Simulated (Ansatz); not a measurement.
**F₂H₅NOSi₂: basis-set convergence**

Aim: see how fast density functionals converge with the basis set for F₂H₅NOSi₂.

Program: Ansatz 0.2.0, Gaussian basis. Level of theory: one geometry, several basis sets. These are calculated values, not measurements.

Levels to be run: PBE0-D4/def2-SVP; ωB97M-V/def2-SVP; PBE0-D4/def2-QZVPP; ωB97M-V/def2-QZVPP; the functionals' def2-TZVPP values are taken from earlier runs.

**1. The relaxed structure**

The geometry comes from an earlier relaxation with PBE0-D4 in a triple-zeta def2 set; it is a stationary point, not always the lowest conformer.

11 atoms, charge 0, spin multiplicity 1.

Atoms are counted from 1 here; the program's logs count them from 0.

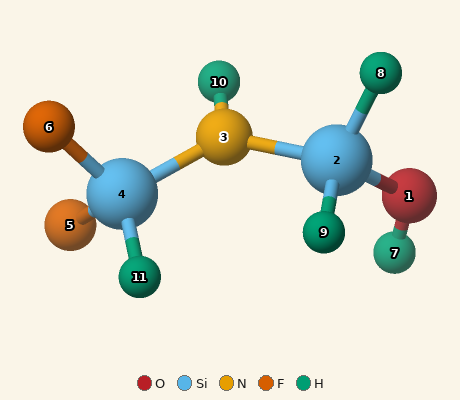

The geometry (oxygen red, silicon blue, nitrogen amber, fluorine orange, hydrogen teal); atoms are numbered from 1 in the order of the file.

**2. PBE0-D4 in def2-SVP**

in.yaml reads:

```yaml
crystal:
  periodic: [false, false, false]
  atoms:
    - {symbol: O, position_ang: [-0.870482, -2.359448, 0.183106]}
    - {symbol: Si, position_ang: [-0.732687, -0.857576, 0.828836]}
    - {symbol: N, position_ang: [0.639915, 0.015872, 0.241113]}
    - {symbol: Si, position_ang: [0.681059, 1.418697, -0.707298]}
    - {symbol: F, position_ang: [1.589935, 1.199704, -1.991420]}
    - {symbol: F, position_ang: [1.367404, 2.625647, 0.061272]}
    - {symbol: H, position_ang: [-0.973971, -2.436689, -0.766520]}
    - {symbol: H, position_ang: [-0.602598, -1.109005, 2.278720]}
    - {symbol: H, position_ang: [-1.900944, -0.001536, 0.503980]}
    - {symbol: H, position_ang: [1.540601, -0.363120, 0.509019]}
    - {symbol: H, position_ang: [-0.672731, 1.810254, -1.120307]}
basis:
  gaussian: {orbitals: def2-SVP}
hamiltonian: {xc: pbe0, dispersion: d4}
output: {orbitals: {seedname: orbitals}}
```

Run with:

```
ansatz run in.yaml --threads 4 --pin off --events-out ev --progress --plain --max-ram 10444MiB
```

The runs that follow: ωB97M-V in def2-SVP; PBE0-D4 in def2-QZVPP; ωB97M-V in def2-QZVPP.

Q: Predict the results of all the runs planned. Wanted: PBE0-D4: double and triple zeta above quadruple; ωB97M-V: double and triple zeta above quadruple.

The runs gave:

| quantity | value |
| --- | --- |
| PBE0-D4: double and triple zeta above quadruple | 18.58, 1.09 eV |
| ωB97M-V: double and triple zeta above quadruple | 18.75, 1.02 eV |

For PBE0-D4 the step from double to triple zeta gains 17.49 eV and the next only 1.09 eV. Total energies overstate the basis error of differences, where much of it tends to cancel. The LUMO of ωB97M-V is positive and keeps falling with the basis (2.77 to 1.23 eV): an unbound level that the basis holds in place.
